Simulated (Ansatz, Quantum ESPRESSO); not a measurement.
## SrCl2 (Fm-3m): the LO frequency by hand

Aim: work out the LO frequency and the static dielectric constant of SrCl2 (Fm-3m) from one linear-response run, then check them.

Program: Quantum ESPRESSO 7.5. Level of theory: DFT PBE, scalar-relativistic, plane waves, GBRV ultrasoft pseudopotentials. Results are calculated unless marked as measured.

**1. The relaxed structure**

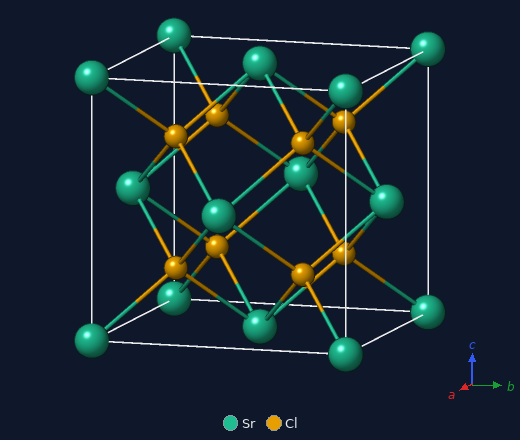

The cell as given, slightly off an axis (strontium teal, chlorine orange). This picture shows the conventional cell, with its axes. Some periodic images of atoms are drawn too.

As a file:

```xyz
3
Lattice="-3.5196 0.0000 3.5196 0.0000 3.5196 3.5196 -3.5196 3.5196 0.0000" Properties=species:S:1:pos:R:3 pbc="T T T"
Sr    0.0000    0.0000    0.0000
Cl   -5.2794    5.2794    5.2794
Cl   -1.7598    1.7598    1.7598
```

This is the cell after its relaxation at this level of theory, not the database cell from which that began.

**2. What the response run gave**

A linear-response run on the relaxed cell, with the response to an electric field; only its zone-centre results are used. Cutoff 40 Ry, k mesh 6×6×6.

The program printed:

```text
[banners, grids, parts of the stress and lines that vanish by symmetry left out]
Program PHONON v.7.5
     Reading xml data from directory:

[...]
Exchange-correlation= PBE
                           (   1   4   3   4   0   0   0)
[...]
(   3 q-points):
[...]
kinetic-energy cut-off    =      40.0000  Ry
     charge density cut-off    =     240.0000  Ry
     convergence threshold     =      1.0E-18
[...]
Exchange-correlation= PBE
                           (   1   4   3   4   0   0   0)
[...]
q = (   0.0000000   0.0000000   0.0000000 )
     49 Sym.Ops. (with q -> -q+G )
     G cutoff =  537.8628  (  36853 G-vectors)     FFT grid: ( 48, 48, 48)
     G cutoff =  358.5752  (  20107 G-vectors)  smooth grid: ( 40, 40, 40)
     number of k points=    16
[...]
Mode symmetry, O_h (m-3m)  point group:
[...]
Dielectric constant
[...]
End of electric fields calculation
          Dielectric constant in cartesian axis
          (       2.880697920      -0.000000000       0.000000000 )
          (      -0.000000000       2.880697920      -0.000000000 )
          (       0.000000000      -0.000000000       2.880697920 )
          Effective charges (d Force / dE) in cartesian axis without acoustic sum rule applied (asr)
           atom    1  Sr    Mean Z*:        2.49648
      Ex  (        2.49648       -0.00000       -0.00000 )
      Ey  (        0.00000        2.49648        0.00000 )
      Ez  (       -0.00000        0.00000        2.49648 )
           atom    2  Cl    Mean Z*:       -1.24944
      Ex  (       -1.24944        0.00000       -0.00000 )
      Ey  (        0.00000       -1.24944       -0.00000 )
      Ez  (       -0.00000        0.00000       -1.24944 )
           atom    3  Cl    Mean Z*:       -1.24944
      Ex  (       -1.24944        0.00000       -0.00000 )
      Ey  (        0.00000       -1.24944        0.00000 )
      Ez  (       -0.00000        0.00000       -1.24944 )
          Effective charges Sum: Mean:       -0.00239
[...]
Effective charges (d Force / dE) in cartesian axis with asr applied:
           atom    1  Sr    Mean Z*:        2.49728
[...]
atom    2  Cl    Mean Z*:       -1.24864
[...]
atom    3  Cl    Mean Z*:       -1.24864
[...]
Representation #   1 modes #   1   2   3
[...]
End of self-consistent calculation
     Convergence has been achieved
     Representation #   2 modes #   4   5   6
[...]
End of self-consistent calculation
     Convergence has been achieved
     Representation #   3 modes #   7   8   9
[...]
Mode symmetry, D_3d (-3m)  point group:
[...]
Representation #   1 mode #   1
[...]
End of self-consistent calculation
     Convergence has been achieved
     Representation #   2 modes #   2   3
[...]
Convergence has been achieved
     Representation #   3 mode #   4
[...]
Convergence has been achieved
     Representation #   4 mode #   5
[...]
Convergence has been achieved
     Representation #   5 modes #   6   7
[...]
Convergence has been achieved
     Representation #   6 modes #   8   9
[...]
Convergence has been achieved
[...]
q = (    0.353553391  -0.353553391   0.353553391 )
[...]
freq (    1) =       1.932943 [THz] =      64.476039 [cm-1]
     freq (    2) =       1.932943 [THz] =      64.476039 [cm-1]
     freq (    3) =       3.582138 [THz] =     119.487270 [cm-1]
     freq (    4) =       4.365639 [THz] =     145.622043 [cm-1]
     freq (    5) =       4.365639 [THz] =     145.622043 [cm-1]
[...]
Mode symmetry, D_3d (-3m)  point group:
     freq (   1-   2) =         64.5  [cm-1]   --> E_u  L_3'
     freq (   3-   3) =        119.5  [cm-1]   --> A_2u L_2'
     freq (   4-   5) =        145.6  [cm-1]   --> E_u  L_3'
     freq (   6-   7) =        146.6  [cm-1]   --> E_g  L_3
     freq (   8-   8) =        160.9  [cm-1]   --> A_2u L_2'
     freq (   9-   9) =        169.3  [cm-1]   --> A_1g L_1
[...]
Mode symmetry, D_4h(4/mmm) point group:
[...]
Representation #   1 mode #   1
[...]
Convergence has been achieved
     Representation #   2 modes #   2   3
[...]
Convergence has been achieved
     Representation #   3 mode #   4
[...]
Convergence has been achieved
     Representation #   4 mode #   5
[...]
Convergence has been achieved
     Representation #   5 modes #   6   7
[...]
End of self-consistent calculation
     Convergence has been achieved
     Representation #   6 modes #   8   9
[...]
End of self-consistent calculation
     Convergence has been achieved
[...]
q = (    0.000000000  -0.707106781   0.000000000 )
[...]
freq (    2) =       2.256716 [THz] =      75.275948 [cm-1]
     freq (    3) =       2.256716 [THz] =      75.275948 [cm-1]
     freq (    4) =       2.692151 [THz] =      89.800500 [cm-1]
     freq (    5) =       2.692151 [THz] =      89.800500 [cm-1]
     freq (    6) =       4.357222 [THz] =     145.341275 [cm-1]
     freq (    7) =       5.331203 [THz] =     177.829775 [cm-1]
     freq (    8) =       5.331203 [THz] =     177.829775 [cm-1]
     freq (    9) =       6.024786 [THz] =     200.965218 [cm-1]
[...]
Mode symmetry, D_4h(4/mmm) point group:
     freq (   1-   1) =         61.7  [cm-1]   --> B_1u X_2' M_2'
     freq (   2-   3) =         75.3  [cm-1]   --> E_u  X_5' M_5'
     freq (   4-   5) =         89.8  [cm-1]   --> E_g  X_5  M_5
     freq (   6-   6) =        145.3  [cm-1]   --> A_2u X_4' M_4'
     freq (   7-   8) =        177.8  [cm-1]   --> E_u  X_5' M_5'
     freq (   9-   9) =        201.0  [cm-1]   --> A_1g X_1  M_1

   JOB DONE.
```

| quantity | value |
| --- | --- |
| cell volume Ω (Å³) | 87.200 |
| mass of Sr (u) | 87.620 |
| mass of Cl (u) | 35.450 |
| Born charge of Sr, raw (e) | 2.497 |
| Born charge of Cl, raw (e) | -1.249 |
| ε∞ | 2.881 |
| ω(TO) after the sum rule (cm⁻¹) | 125.8 |

**3. The calculation**

The charges must sum to zero over the cell; taking off their mean, -0.001 e, leaves Z* = 2.497 e on Sr. In the polar mode Sr moves against the two Cl, so the reduced mass is μ = 87.62 × 70.90 / 158.52 = 39.189 u.

A longitudinal wave builds up a field that adds to the restoring force: ω(LO)² = ω(TO)² + 4π Z*² / (μ Ω ε∞), in Hartree atomic units. With μ = 71437 electron masses and Ω = 588.46 bohr³ the second term is 6.4714e-07 Ha², or 31172 cm⁻² (1 Ha = 219474.6 cm⁻¹).

So ω(LO) = √(15826 + 31172) = 216.8 cm⁻¹, and by the Lyddane-Sachs-Teller relation ε₀ = ε∞ (ω(LO)/ω(TO))² = 8.55.

**4. Check against the program**

The analysis program adds the same non-analytic term to the full matrix, here for q along (1 0 0).

The program printed:

```text
[banners, grids, parts of the stress and lines that vanish by symmetry left out]
[banner, memory and clock lines left out]
Program DYNMAT v.7.5

     Reading Dynamical Matrix from file x.dyn1
     ...Force constants read
     ...epsilon and Z* read

     Polarizability (A^3 units)
     multiply by 0.614666 for Clausius-Mossotti correction
        13.050512   -0.000000    0.000000
        -0.000000   13.050512   -0.000000
         0.000000   -0.000000   13.050512

     IR activities are in (D/A)^2/amu units

# mode   [cm-1]    [THz]      IR
    1     -0.00   -0.0000    0.0000
    2      0.00    0.0000    0.0000
[...]
8    171.02    5.1272    0.0000
    9    216.79    6.4993    3.6714

[end of the log left out, with the tail of the file of modes that dynmat.x writes under the same name]
```

ε₀ comes from the program's run without a direction of q.

| quantity | by hand | program |
| --- | --- | --- |
| ω(LO) (cm⁻¹) | 216.8 | 216.8 |
| ε₀ | 8.55 | 8.55 |

**5. What came out**

```
TO mode                    : 125.8 cm⁻¹
LO mode                    : 216.8 cm⁻¹
static dielectric constant : 8.555
```

The LO mode of SrCl2 (Fm-3m) lies at 217 cm⁻¹, 91 cm⁻¹ above the TO mode; the formula meets the program within 0.1 cm⁻¹, as it must for a cubic crystal with one polar mode. ω(LO)² − ω(TO)² goes with Z*²/ε∞: an error of 5 % in ε∞ would move the LO mode by 3.5 cm⁻¹, and semilocal functionals tend to overestimate ε∞. These are harmonic values at zero temperature, at the volume of this functional, for the structure held cubic; stability elsewhere in the zone is no part of this calculation.

[Host names and launcher messages were left out of these logs when they were recorded.]

[Logs are printed without paths, hosts, clocks, repeated set-up lines and the standing remarks that a program may print on its own settings, such as how far it seeks lower states.]

[Hosts, paths, dates, database ids (printed as entryN), source tags and the programs' standing remarks are cut or masked in the printed files.]
